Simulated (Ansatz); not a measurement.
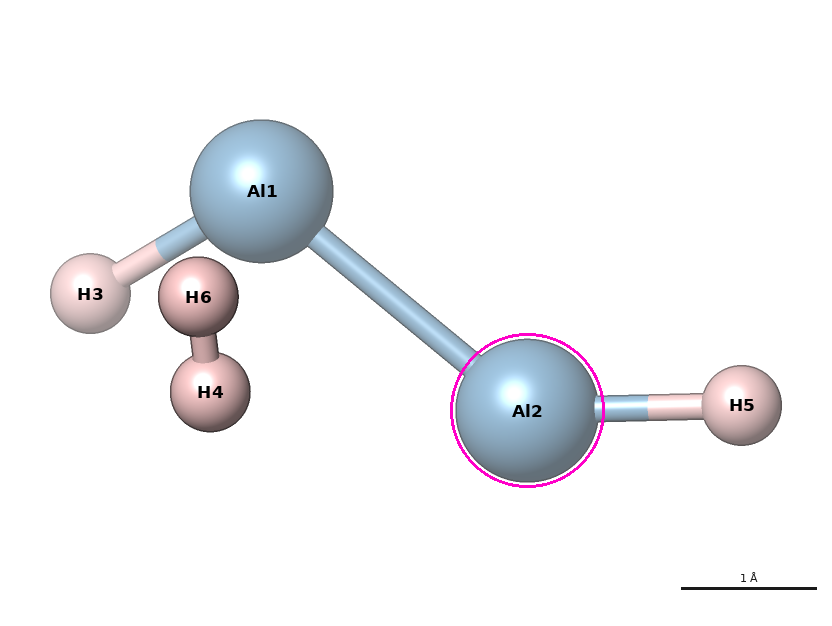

Orthographic view. Atoms fade into the background with distance from the viewer. The geometry was computed by an optimisation with PBE0-D4/def2-TZVP. No frequency run is at hand to confirm it as a minimum.

Q: Which atoms are bonded to the circled atom?

A: The circled atom is Al2; it is bonded to Al1, H5.

Q: Which atom is farthest from the viewer?

A: H3, 1.2 Å behind the mean position.

Q: Which two atoms are farthest apart in space?

A: H3 and H5, 5.02 Å.
